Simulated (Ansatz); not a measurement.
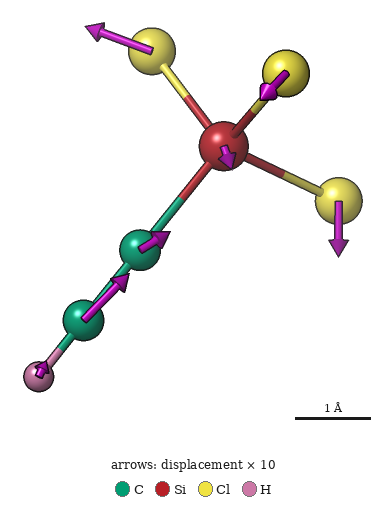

A relaxation of C2HCl3Si (coarse preliminary run). The starting structure is drawn; purple arrows show the displacements, magnified 10 times. The two geometries are superimposed by the best rigid fit.

Style: ball-and-stick. Shown from a free direction.

The start comes from a force field.

Computed with Ansatz 0.2.0, RKS PBE-D4/def2-SVP.

Input
```yaml
crystal:
  periodic: [false, false, false]
  atoms:
    - {symbol: C, position_ang: [1.431600, -1.471300, 0.662000]}
    - {symbol: C, position_ang: [0.580700, -0.613700, 0.274000]}
    - {symbol: Si, position_ang: [-0.682500, 0.651100, -0.319100]}
    - {symbol: Cl, position_ang: [-2.259100, -0.213600, -1.056500]}
    - {symbol: Cl, position_ang: [0.112800, 1.827200, -1.797400]}
    - {symbol: Cl, position_ang: [-1.241100, 1.900500, 1.203900]}
    - {symbol: H, position_ang: [2.118800, -2.148200, 0.987400]}
basis:
  gaussian: {orbitals: def2-SVP}
hamiltonian: {xc: pbe, dispersion: d4}
relax: {f_tol: 0.03, max_steps: 200}
```

Run as
```bash
ansatz run in.yaml --threads 4 --pin off --events-out ev --progress --plain --max-ram 10444MiB
```

Question: What happened in the run?

Answer: The atom that moves furthest after the best rigid fit is Cl4 (0.10 Å). By element the largest moves are Cl 0.10 Å, C 0.09 Å, Si 0.04 Å, H 0.03 Å. Among the contacts that change: Si3–Cl4 1.943 → 2.058 Å, C2–Si3 1.883 → 1.814 Å, C1–H7 1.018 → 1.083 Å, C1–C2 1.269 → 1.228 Å. The energy falls by 8.75 kcal/mol in 4 geometry steps. The largest force component goes from 4.5 to 0.0082 eV/Å.
